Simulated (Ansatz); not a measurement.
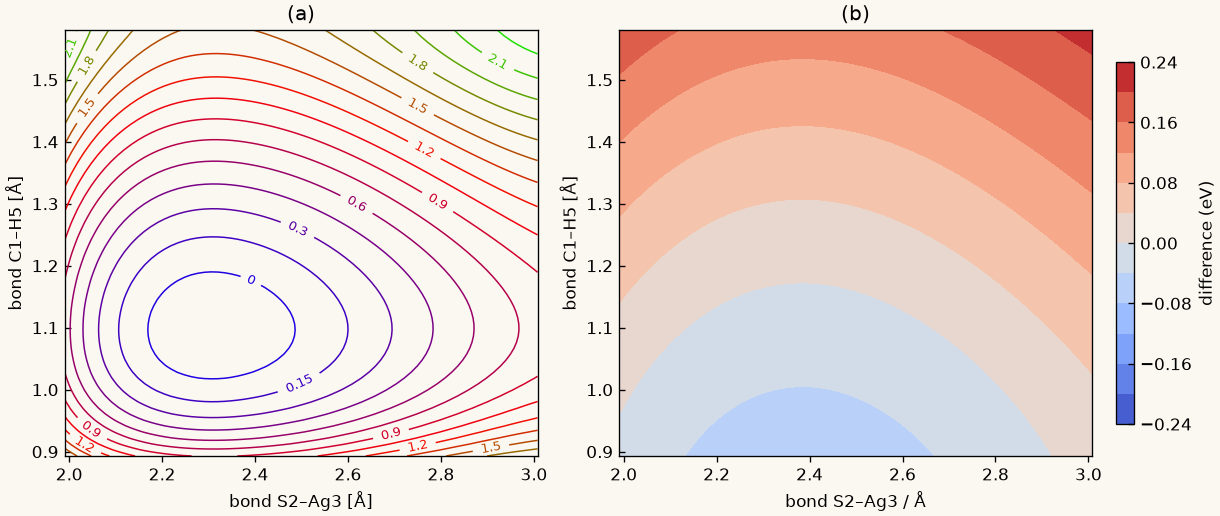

CH3AgS, SMILES C[S][Ag]. Two internal coordinates are moved rigidly from the geometry relaxed at PBE0-D4/def2-TZVP, all others fixed. The first coordinate is: bond S2–Ag3; the second: bond C1–H5. The scan uses a 5 × 5 grid. Points are written as (first, second). Energies: eV, counted from each map's own lowest point. All numbers below come from Ansatz 0.2.0, RKS PBE-D4/def2-TZVPP.

Panel (a): RKS PBE-D4/def2-TZVPP in Ansatz 0.2.0. Panel (b): the map at Ansatz 0.2.0, RKS PBE0-D4/def2-TZVPP less the map of (a), each from its own lowest point.

How does the change of method alter the landscape?

The difference runs from −0.06 eV at (2.404 Å, 0.893 Å) to 0.22 eV at (3.008 Å, 1.580 Å). The interpolated minimum moves from 2.3046 to 2.3089 Å in bond S2–Ag3 and 1.0946 to 1.0878 Å in bond C1–H5.
